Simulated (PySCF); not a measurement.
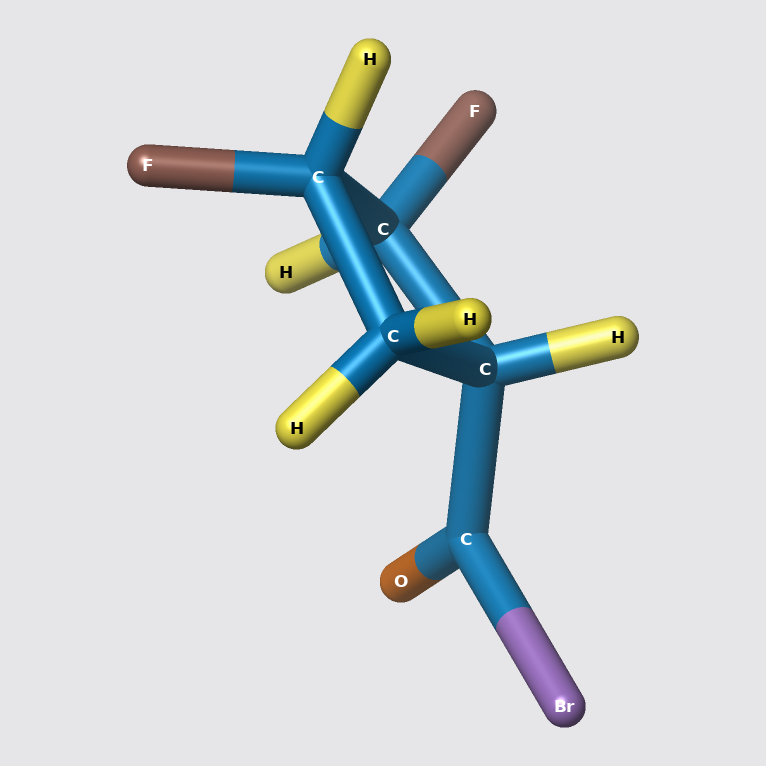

Rendered structure (stick style).

The geometry was computed by an optimisation with GFN2-xTB. No frequency run is at hand to confirm it as a minimum.

What does the picture show?

It has 14 atoms: 5 carbon, 5 hydrogen, 1 bromine, 2 fluorine and 1 oxygen (C5H5BrF2O). Its SMILES string is `O=C(Br)[C@@H]1C[C@H](F)[C@H]1F`. Independent rings (smallest set): 1 of 4 members. Among its groups: C–F bond, C–Br bond. This geometry has C1 symmetry. Coordination, clear cases only: 1 C trigonal planar.

More results for the same structure follow; atom numbers are the same in all pictures, views and colours differ.

**Geometry**

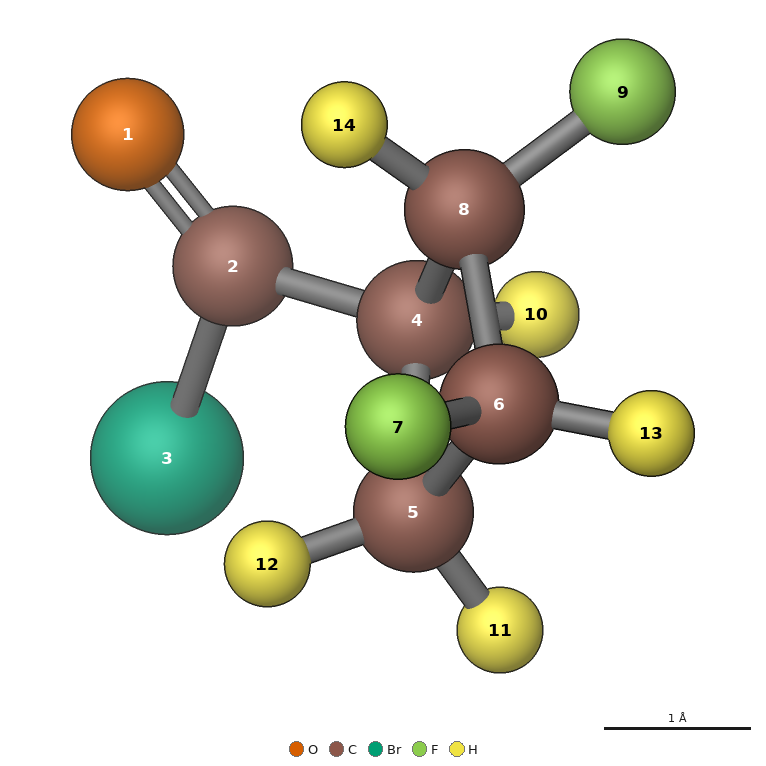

Atoms carry their numbers in the input. No frequency run is at hand to confirm it as a minimum.

List the bonds and their lengths.

```csv
bond,length (Å),order
O1–C2,1.178,double
C2–Br3,1.967,single
C2–C4,1.487,single
C4–C5,1.547,single
C4–C8,1.541,single
C4–H10,1.092,single
C5–C6,1.537,single
C5–H11,1.086,single
C5–H12,1.088,single
C6–F7,1.364,single
C6–C8,1.537,single
C6–H13,1.092,single
C8–F9,1.362,single
C8–H14,1.093,single
```

**Electronic properties**

No frequency run is at hand to confirm it as a minimum. Properties computed with B3LYP/pcJ-1 (pcSseg-1 on Br), gas phase (PySCF 2.14.0).

**What is the LUMO energy (Kohn–Sham orbital)?**

−1.72 eV.

**Give the HOMO energy (Kohn–Sham orbital) at this level.**

−8.18 eV.

**Give the dipole moment at this level.**

2.54 D.

**Spin–spin coupling**

No frequency run is at hand to confirm it as a minimum. Level of theory: B3LYP/pcJ-1 (pcSseg-1 on Br) indirect spin-spin coupling, non-relativistic, gas phase (PySCF 2.14.0). Isotopes: 13C, 19F, 1H, 17O.

Give the spin–spin coupling constants of these pairs, with the number of bonds between them: C6/F7, C8/F9, F7/H13, F9/H14, C5/F9, F7/H12, F9/H10.

| pair | bonds apart | J (Hz) |
| --- | --- | --- |
| C6, F7 | 1 | −269.2 |
| C8, F9 | 1 | −273.4 |
| F7, H13 | 2 | 58.2 |
| F9, H14 | 2 | 56.0 |
| C5, F9 | 3 | 13.3 |
| F7, H12 | 3 | 24.6 |
| F9, H10 | 3 | 18.5 |

Density functionals are unreliable for couplings to fluorine, so those rows may be far off.

**Quadrupole coupling**

No frequency run is at hand to confirm it as a minimum. Electric field gradients from the ground-state density, B3LYP/pcJ-1 (pcSseg-1 on Br) (PySCF 2.14.0), non-relativistic apart from any core potentials.

Give the largest field-gradient component, the quadrupole coupling constant and the asymmetry for 17O at O1 (Q = −25.6 mb), 79Br at Br3 (Q = 313 mb), 2H at H10 (Q = 2.86 mb), 2H at H11 (Q = 2.86 mb), 2H at H12 (Q = 2.86 mb), 2H at H13 (Q = 2.86 mb).

```tsv
atom	V_zz (a.u.)	e²qQ/h (MHz)	η
O1	−1.487	8.94	0.56
Br3	6.410	471.4	0.24
H10	0.285	0.192	0.07
H11	0.301	0.203	0.01
H12	0.294	0.197	0.03
H13	0.280	0.188	0.09
```

The geometry is semi-empirical. Around Br such bond lengths and angles can be off by a tenth of an ångström or more and by several degrees, and values that hang on the shape move with them.
